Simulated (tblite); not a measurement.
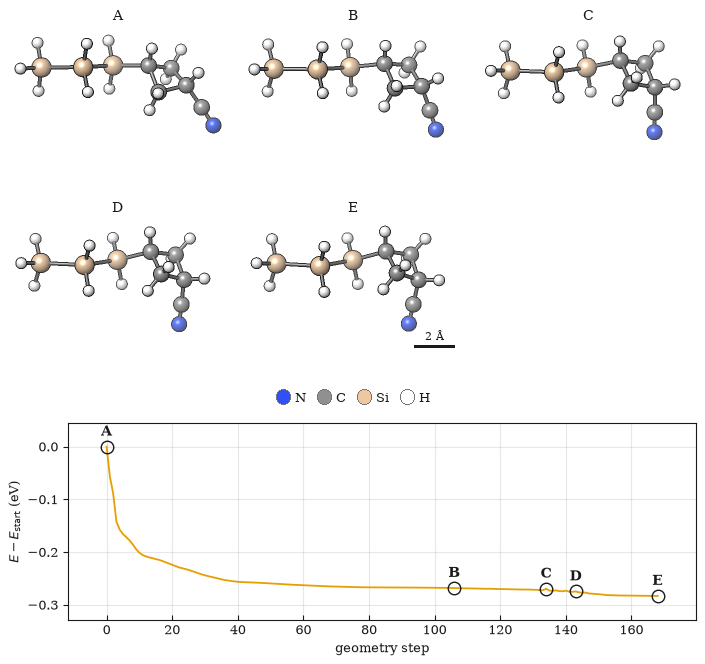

Frames of a relaxation of C5H13NSi3, marked on the history of the run. The picture is a ball-and-stick view, seen from a free direction.

These are results of GFN2-xTB geometry optimisation, gas phase (tblite 0.8.0), not measurements. 

Q: Describe the path.

A: The N atom moves most after the best rigid fit: 2.05 Å. By element the largest moves are N 2.05 Å, C 1.22 Å, H 1.21 Å, Si 0.43 Å. Near-neighbour distances that change, for instance: H–Si 1.506 → 1.474 Å, H–Si 1.489 → 1.464 Å, Si–Si 2.301 → 2.321 Å, C–C 1.561 → 1.543 Å. Among the angles between lasting bonds that change: Si–Si–Si 106.0° → 115.9°, H–Si–H 108.1° → 102.4°, Si–Si–H 109.6° → 114.3°. Groups turn about C–C by about 40°, C–C by about 40°, C–C by about 40°. Over 168 geometry steps the energy falls by 0.283 eV. From step 0 to 106: the N atom moves most (0.71 Å), energy −0.268 eV. From step 106 to 134: the N atom moves most (0.84 Å), energy −0.001 eV. From step 134 to 143: the N atom moves most (0.26 Å), energy −0.005 eV. From step 143 to 168: the N atom moves most (0.26 Å), energy −0.009 eV.

```json
{"step": "0", "E − E(0), eV": "0.0000"}
{"step": "1", "E − E(0), eV": "-0.0566"}
{"step": "2", "E − E(0), eV": "-0.0889"}
{"step": "3", "E − E(0), eV": "-0.1424"}
{"step": "4", "E − E(0), eV": "-0.1574"}
{"step": "5", "E − E(0), eV": "-0.1659"}
{"step": "6", "E − E(0), eV": "-0.1715"}
{"step": "7", "E − E(0), eV": "-0.1778"}
{"step": "8", "E − E(0), eV": "-0.1856"}
{"step": "9", "E − E(0), eV": "-0.1944"}
{"step": "10", "E − E(0), eV": "-0.2013"}
{"step": "18", "E − E(0), eV": "-0.2193"}
{"step": "27", "E − E(0), eV": "-0.2382"}
{"step": "35", "E − E(0), eV": "-0.2516"}
{"step": "43", "E − E(0), eV": "-0.2572"}
{"step": "52", "E − E(0), eV": "-0.2600"}
{"step": "60", "E − E(0), eV": "-0.2627"}
{"step": "68", "E − E(0), eV": "-0.2650"}
{"step": "77", "E − E(0), eV": "-0.2666"}
{"step": "85", "E − E(0), eV": "-0.2670"}
{"step": "93", "E − E(0), eV": "-0.2672"}
{"step": "101", "E − E(0), eV": "-0.2676"}
{"step": "110", "E − E(0), eV": "-0.2685"}
{"step": "118", "E − E(0), eV": "-0.2697"}
{"step": "126", "E − E(0), eV": "-0.2708"}
{"step": "135", "E − E(0), eV": "-0.2729"}
{"step": "143", "E − E(0), eV": "-0.2746"}
{"step": "151", "E − E(0), eV": "-0.2803"}
{"step": "160", "E − E(0), eV": "-0.2826"}
{"step": "168", "E − E(0), eV": "-0.2831"}
```
